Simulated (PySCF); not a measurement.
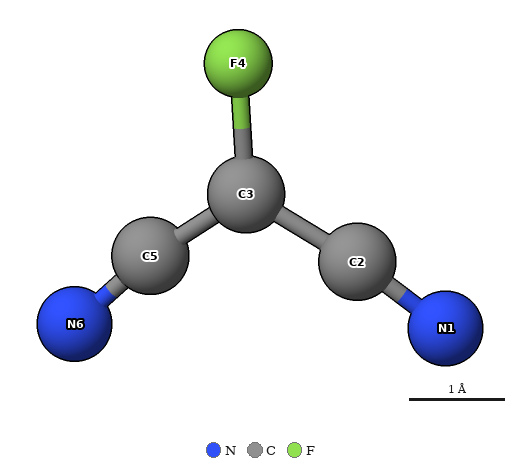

**Figure 1.** The structure (ball-and-stick view, seen at a tilt; atoms are numbered from 1 in the order of the input). Bond lengths as drawn: C–C 1.31 to 1.38 Å, C–F 1.43 Å and C–N 1.13 to 1.18 Å.

# C₃FN₂ (charge −1): NMR shielding calculation

System: C₃FN₂, charge −1, SMILES N#C[C-](F)C#N.
Method: GIAO PBE0/pcSseg-1 NMR shielding, non-relativistic, gas phase (PySCF 2.14.0).

The geometry comes from this level: GFN2-xTB, MD frame at 250 fs, 600 K. It belongs to a series of runs on one base structure; here: MD frame at 250 fs, 600 K. Figures and captions count atoms from 1; the log counts them from 0 in places.

What the program printed:
```
coarse grid: 6472 points
cycle   1  E = -323.1218598054  dE =  9.554e-01  |g| = 6.558e-01  |ddm| = 2.652e+00
cycle   2  E = -322.8336751861  dE =  2.882e-01  |g| = 1.350e+00  |ddm| = 1.895e+00
cycle   3  E = -323.2019504220  dE = -3.683e-01  |g| = 1.957e-01  |ddm| = 1.229e+00
cycle   4  E = -323.2095133217  dE = -7.563e-03  |g| = 6.541e-02  |ddm| = 1.789e-01
cycle   5  E = -323.2101697936  dE = -6.565e-04  |g| = 2.852e-02  |ddm| = 6.888e-02
cycle   6  E = -323.2103187502  dE = -1.490e-04  |g| = 1.134e-02  |ddm| = 2.818e-02
cycle   7  E = -323.2103447017  dE = -2.595e-05  |g| = 1.595e-03  |ddm| = 9.693e-03
cycle   8  E = -323.2103451996  dE = -4.979e-07  |g| = 4.575e-04  |ddm| = 1.770e-03
final grid: 67216 points
cycle   9  E = -323.2505204420  dE = -1.653e-05  |g| = 5.422e-03  |ddm| = 2.050e-02
cycle  10  E = -323.2505156809  dE =  4.761e-06  |g| = 7.960e-03  |ddm| = 1.261e-02
cycle  11  E = -323.2505259683  dE = -1.029e-05  |g| = 9.754e-04  |ddm| = 6.543e-03
cycle  12  E = -323.2505261027  dE = -1.345e-07  |g| = 6.393e-04  |ddm| = 1.012e-03
cycle  13  E = -323.2505261878  dE = -8.510e-08  |g| = 8.809e-05  |ddm| = 5.166e-04
cycle  14  E = -323.2505261890  dE = -1.223e-09  |g| = 3.450e-05  |ddm| = 7.915e-05
cycle  15  E = -323.2505261892  dE = -2.188e-10  |g| = 1.345e-05  |ddm| = 3.575e-05
```

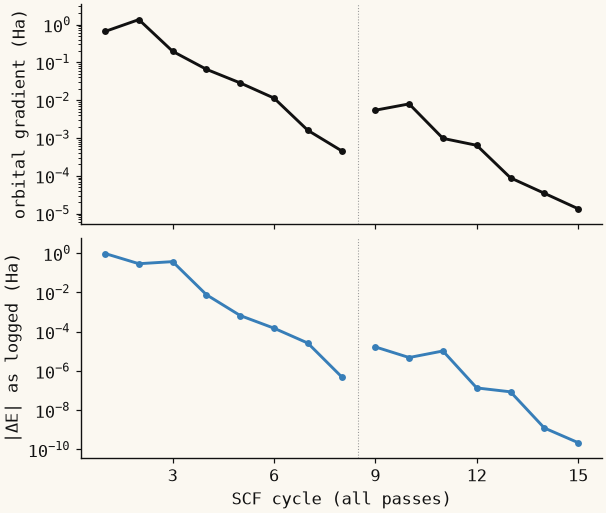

**Figure 2.** Convergence of the self-consistent field: orbital gradient and size of the energy change against the SCF cycle. The dotted line marks the change from a coarse to the final integration grid. The first 8 cycles use a coarse grid, the final grid takes over at cycle 9, and the field converges after 15 cycles in all.

```
converged SCF energy = -323.2505261892

GIAO shielding tensors (ppm)
atom      isotropic    diamagn.    paramagn.     s11        s22        s33       span
  0 N     -104.304     342.922    -447.226   -239.410   -116.153     42.652    282.062
  1 C       48.886     257.799    -208.913    -61.195    -56.072    263.923    325.118
  2 C       71.272     247.298    -176.026    -97.429    108.774    202.471    299.900
  3 F      514.271     473.919      40.352    334.484    411.656    796.674    462.190
  4 C       59.216     257.467    -198.252    -45.682    -43.085    266.414    312.096
  5 N      -87.899     345.618    -433.517   -226.701   -103.995     66.999    293.700
```

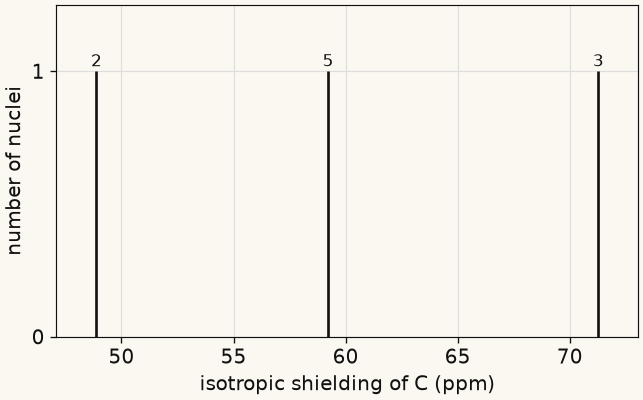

**Figure 3.** Isotropic shieldings of the carbon nuclei in this fixed geometry, labelled by atom number; shielding grows to the right, so chemical shift grows to the left. The least shielded is C2 (48.9 ppm), the most shielded C3 (71.3 ppm).

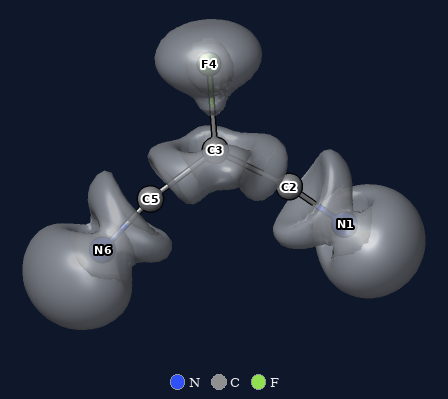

**Figure 4.** Isosurface of the ELF at 0.75 (grey), seen at an oblique angle. Core shells and regions of very low density are left out. Profiles from the grid: C–N (1.13 Å): the ELF peaks at about 0.85 between the atoms; a multiple bond by its length, whose ELF region spreads away from the axis. C–C (1.31 Å): the ELF peaks at about 0.95 between the atoms; a multiple bond by its length, whose ELF region spreads away from the axis.

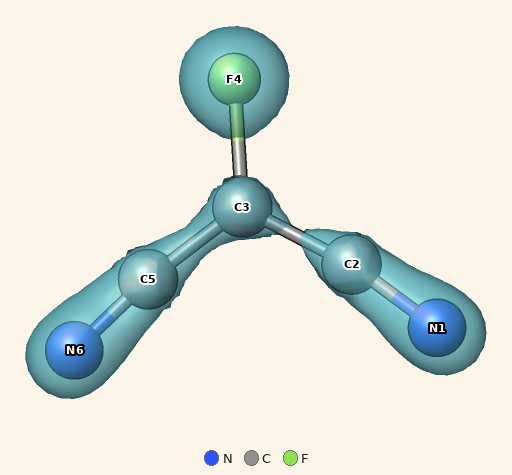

**Figure 5.** Isosurface of the total electron density at 2 e/Å³ (cyan), seen face on. At this value the surface falls into three separate pieces. It is pinched off along the C–F (1.43 Å) contacts. On the grid the lowest density along these lines, outside the cores, is 3.4 e/Å³ (C–N, 1.13 Å), 2.3 e/Å³ (C–C, 1.31 Å), 1.4 e/Å³ (C–F, 1.43 Å) and 3.1 e/Å³ (C–N, 1.18 Å).

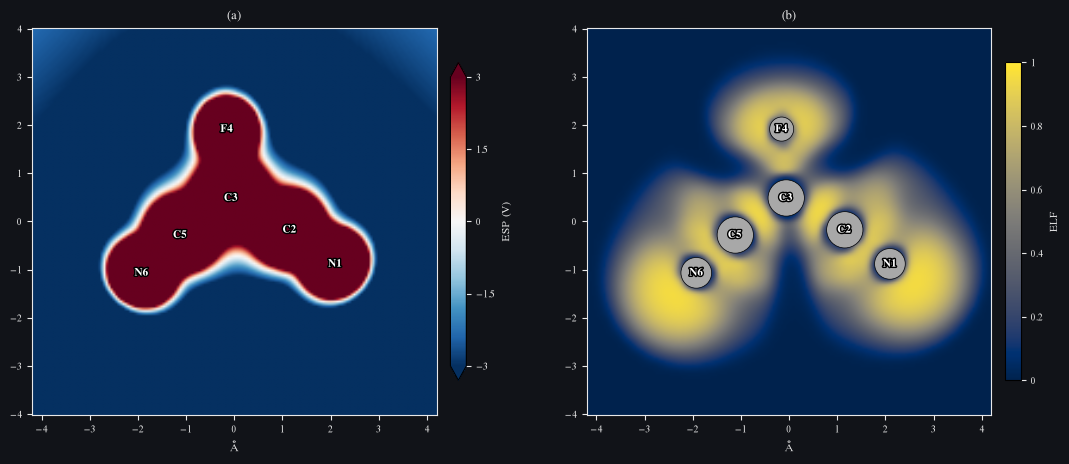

**Figure 6.** (a) electrostatic potential; (b) ELF on the molecular plane. Grey discs, where drawn, cover atomic cores. The section cuts through N, C and F sites. C–N (1.13 Å): the ELF peaks at about 0.85 between the atoms; a double or triple bond. C–C (1.31 Å): the ELF peaks at about 0.95 between the atoms (a multiple bond by its length, whose ELF region spreads away from the axis). C–F (1.43 Å): the ELF peaks at about 0.85 between the atoms, which marks a polar covalent bond. C–N (1.18 Å): the ELF peaks at about 0.85 between the atoms (a double or triple bond). C–C (1.38 Å): the ELF peaks at about 0.95 between the atoms (a covalent bond).

This output came from the following input.

The input:
```
{"job": {"kind": "nmr", "xc": "PBE0", "basis": "pcSseg-1", "pop": false}, "charge": -1, "multiplicity": 1}
N     -2.246600    -1.355900     0.562100
C     -1.397900    -0.605200     0.239600
C     -0.244100     0.106800    -0.039100
F     -0.188000     1.537200     0.039400
C      0.816000    -0.617200    -0.296200
N      1.599200    -1.363000    -0.623400
```

The first line tells a small driver script what to run in PySCF; the rest is the geometry in Å.

Launched with:
```bash
OMP_NUM_THREADS=1 python <driver script> task.json out
```

Results in brief:

| quantity | value |
| --- | --- |
| outcome | converged |
| total energy | −323.250526 hartree |
| HOMO | −0.69 eV |
| LUMO | 3.97 eV |
| isotropic shielding, N | −104.3 to −87.9 ppm |
| isotropic shielding, C | 48.9 to 71.3 ppm |
| isotropic shielding, F | 514.3 ppm |
| hardware | 1 CPU thread, shared host |
| wall time | 17 s |
| peak memory | 0.44 GiB |
